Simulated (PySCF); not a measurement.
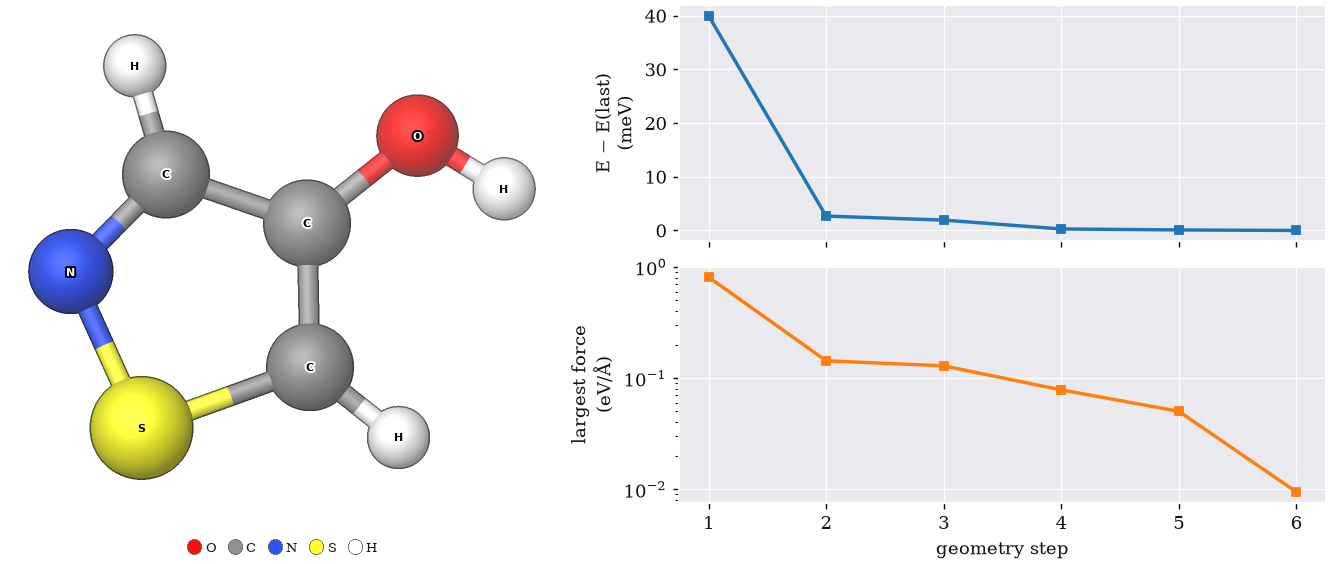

Beside the plot: the molecule at the start.

History of a geometry optimisation.

C3H3NOS (SMILES Oc1cnsc1); PBE0-D3(BJ)/def2-SVP, geometry optimisation (PySCF 2.14.0, density fitting).

How did it end, and what did it gain?

Answer. The optimisation met its thresholds at geometry 6, counting the start as the first. The energy fell by about 40 meV from the first step to the last. The largest force goes from about 0.81 eV/Å at the start to 9 × 10⁻³ eV/Å at the end.
